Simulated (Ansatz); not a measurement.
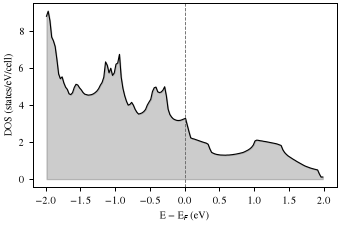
*Density of states of HfIr₃ (Pm-3m) near the Fermi level, PBEsol, rigid bands (Ansatz, an electronic-structure program).*

**Question.** With 4 atoms a cell, what bare Sommerfeld coefficient γ = (π²/3) k_B² N(E_F) follows?

**Answer.** N(E_F) ≈ 3.1 states/eV a cell at 300 K, so γ ≈ 1.82 mJ/(mol of atoms·K²), before many-body enhancement (phonons, spin fluctuations, correlation).

**Question.** How far does the Fermi level move in a rigid band for 0.1 electron a cell added or removed?

**Answer.** 33 meV and -32 meV.

A metal at this level (no band gap); rigid bands, thermally averaged at 300 K, both spins. Spin-orbit coupling is left out, which matters with elements this heavy. Geometry: cell and atoms relaxed with PBEsol.

Formula and space group known from diffraction (Crystallography Open Database), not checked to be the room-temperature form: HfIr3 (Pm-3m).
